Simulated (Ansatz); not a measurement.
```xyz
7

Cl    0.3637   -0.1028   -0.8054
Cl   -2.7279   -0.9291    3.7841
N    -1.1193    0.5767    1.6241
Si   -0.6655   -0.9420    0.8685
Si   -1.9451    0.8922    3.1374
H    -0.8122    1.4219    1.1334
H    -3.0745    1.8542    2.9063
```

Geometry: B3LYP-D3(BJ)/def2-SVP.

All numbers below come from isolated molecule in a Gaussian basis; Kohn-Sham density functional theory, functional PBE0 in Ansatz 0.2.0.

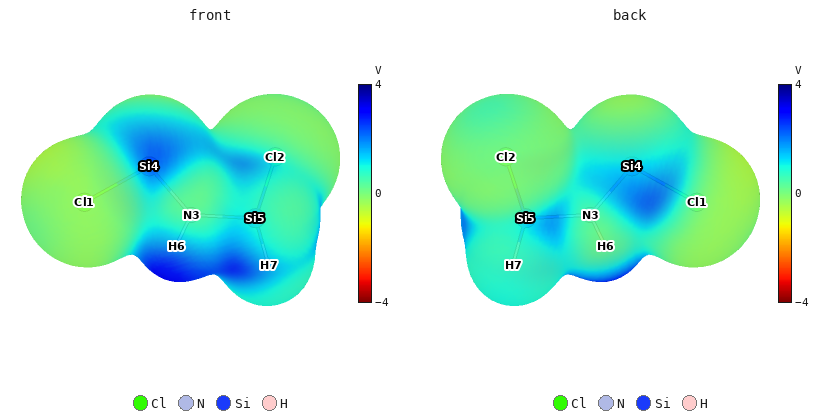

Cl₂H₂NSi₂ (SMILES Cl[Si]N[SiH]Cl) (doublet). The molecular electrostatic potential painted on the density surface at 0.004 e/bohr³, seen from the front and from behind; the colour scale runs from red (negative) to blue (positive).

Q: Which sites attract a positive test charge, and which a negative one?

A: A positive charge is drawn to the negative regions and a negative charge to the positive ones. The most negative region (about −0.5 V) lies over Cl1, the most positive (about +3.0 V) over H6. Cl2 shows a σ-hole: about +0.6 V at the tip opposite its bond, against about 0.0 V on its flanks.

Q: What dipole moment does the calculation give?

A: Its dipole moment is 1.90 D.
